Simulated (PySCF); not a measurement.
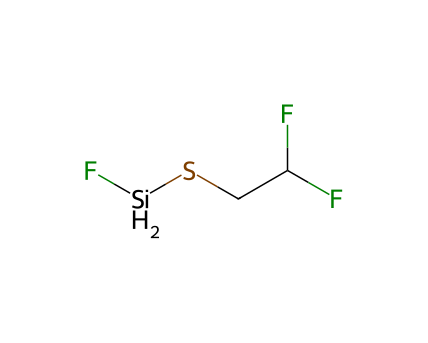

Structural formula above. Computed geometry: PBE0-D3(BJ)/def2-SVP optimisation. No frequency run is at hand to confirm it as a minimum.

What does the molecule look like in three dimensions?

Formula C₂H₅F₃SSi. Its SMILES string is `F[SiH2]SCC(F)F`. It has no ring. Among its groups: C–F bond, Si–H bond. The point group is C1. Coordination: 1 Si tetrahedral; 1 S bent; 2 C tetrahedral.

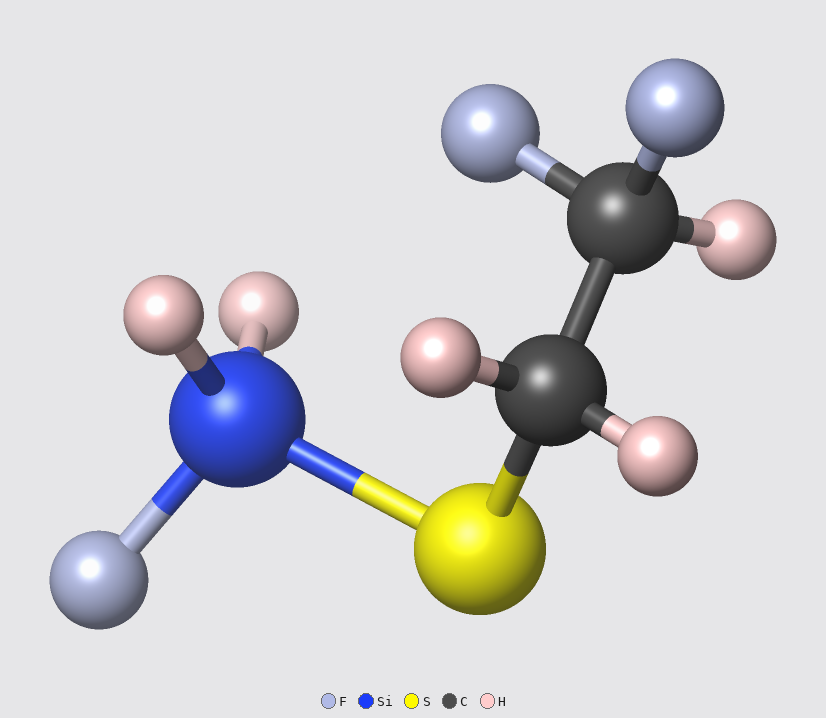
